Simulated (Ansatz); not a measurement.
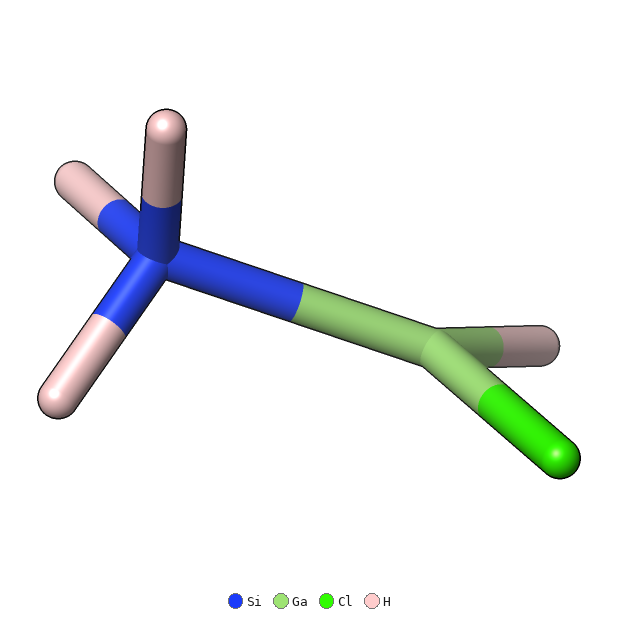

Computed geometry: PBE0-D4/def2-TZVP optimisation. No frequency run is at hand to confirm it as a minimum.

Draw it as a skeletal formula.

SMILES: [SiH3][GaH][Cl]

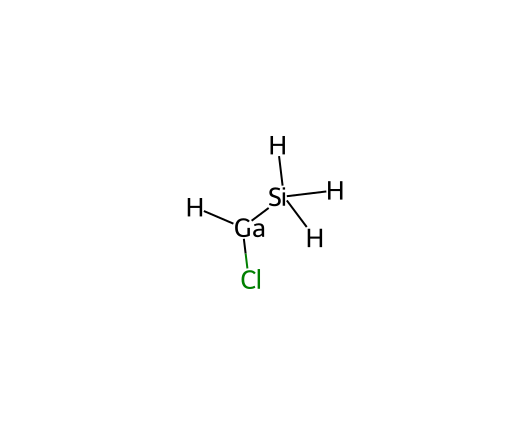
